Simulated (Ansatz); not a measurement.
# GaBr (SMILES [Ga][Br]) at SVWN5/aug-cc-pVTZ

What is the energy change on altering one bond length of GaBr at SVWN5/aug-cc-pVTZ? 

The calculation is run with Ansatz 0.2.0.

34 further runs of the same task are left out: 34 set aside as unsound or not needed.

### 1 The system as given

GaBr: 2 atoms, total charge 0, spin state singlet. As SMILES, `[Ga][Br]`. Geometry: relaxed at PBE0-D4/def2-TZVP.

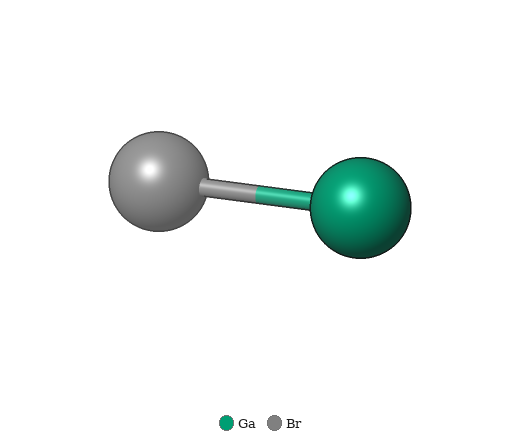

The structure, seen from a chosen angle (gallium teal, bromine grey).

### 2 The energy at SVWN5/aug-cc-pVTZ

Contents of job.yaml:

```yaml
crystal:
  periodic: [false, false, false]
  atoms:
    - {symbol: Ga, position_ang: [-0.000000, -0.000000, 0.013830]}
    - {symbol: Br, position_ang: [0.000000, 0.000000, 2.388120]}
basis:
  gaussian: {orbitals: aug-cc-pVTZ}
hamiltonian: {xc: {name: SVWN5}}
accuracy: high
output: {orbitals: {seedname: orbitals}}
```

Started as:

```sh
$ ansatz run job.yaml --threads 1 --pin off --max-ram 3480MiB --events-out events.jsonl --progress --plain --runs-dir runs
```

Output:

```text
Warning: RAYON_NUM_THREADS=1 ignored (pool sized by the plan → 1); use --threads N
Functional definition: SVWN5
  name "SVWN5"
  exchange = slater_x
  correlation = vwn5_c
1523 factors; integrals over basis functions are off by at most 4.5e-9 eV
mean field evaluation 1: about -122248.7220 eV, gradient 2.5e1 eV
mean field evaluation 2: about -122244.9494 eV, gradient 4.4e1 eV
mean field evaluation 4: about -122249.8313 eV, gradient 2.1e0 eV
mean field evaluation 8: about -122249.8430 eV, gradient 6.8e-2 eV
mean field evaluation 16: about -122249.8430 eV, gradient 6.8e-7 eV
mean field -122249.84304820 eV, -4492.5988681016 hartree, gradient 5.9e-8 eV, S^2 0.000000; 0 other end points of the search recorded, 0 dependent functions left out
reference -122249.84305272 eV, -4492.5988682677 hartree; 33, 33 occupied and 85, 85 virtual orbitals, 1523 factors
Total energy: -122249.84305272 eV, -4492.5988682677 hartree
```

It took 6.6 s on 1 thread of Arm Neoverse V1, shared host; peak memory 0.24 GiB.

### 3 The distorted shape at the same level

Contents of molecule.yaml:

```yaml
crystal:
  periodic: [false, false, false]
  atoms:
    - {symbol: Ga, position_ang: [-0.000000, -0.000000, -0.342280]}
    - {symbol: Br, position_ang: [0.000000, 0.000000, 2.388120]}
basis:
  gaussian:
    orbitals: aug-cc-pVTZ
hamiltonian:
  xc: {name: SVWN5}
accuracy: high
output:
  orbitals: {seedname: orbitals}
```

Started as:

```sh
$ ansatz run molecule.yaml --threads 1 --pin off --max-ram 3480MiB --events-out events.jsonl --progress --plain --runs-dir runs
```

Output:

```text
Warning: RAYON_NUM_THREADS=1 ignored (pool sized by the plan → 1); use --threads N
Functional definition: SVWN5
  name "SVWN5"
  exchange = slater_x
  correlation = vwn5_c
1526 factors; integrals over basis functions are off by at most 4.1e-9 eV
mean field evaluation 1: about -122247.6746 eV, gradient 2.7e1 eV
mean field evaluation 2: about -122182.0572 eV, gradient 1.3e2 eV
mean field evaluation 4: about -122249.0183 eV, gradient 1.0e1 eV
mean field evaluation 8: about -122249.3812 eV, gradient 4.7e-1 eV
mean field evaluation 16: about -122249.3820 eV, gradient 4.7e-6 eV
mean field -122249.38200341 eV, -4492.5819250181 hartree, gradient 3.9e-8 eV, S^2 0.000000; 0 other end points of the search recorded, 0 dependent functions left out
reference -122249.38200767 eV, -4492.5819251747 hartree; 33, 33 occupied and 85, 85 virtual orbitals, 1526 factors
Total energy: -122249.38200767 eV, -4492.5819251747 hartree
```

Wall time 6.6 s (1 thread of Arm Neoverse V1, shared host); peak memory 0.24 GiB.

### 4 Results

Level: SVWN5/aug-cc-pVTZ.

```
                                                           quantity           value
                                          first shape: total energy  -4492.59887 Eh
                                           first shape: HOMO energy        -6.59 eV
                                           first shape: LUMO energy        -2.74 eV
                                         first shape: HOMO–LUMO gap         3.85 eV
                                      distorted shape: total energy  -4492.58193 Eh
                                       distorted shape: HOMO energy        -6.44 eV
                                       distorted shape: LUMO energy        -3.23 eV
                                     distorted shape: HOMO–LUMO gap         3.21 eV
energy change with the Ga1–Br2 bond stretched from 2.374 to 2.730 Å        0.461 eV
```

**Reading.** With the Ga1–Br2 bond stretched from 2.374 to 2.730 Å the energy rises by 0.46 eV (44.5 kJ/mol). The first shape isn't relaxed at this level, so the change isn't measured from a minimum.
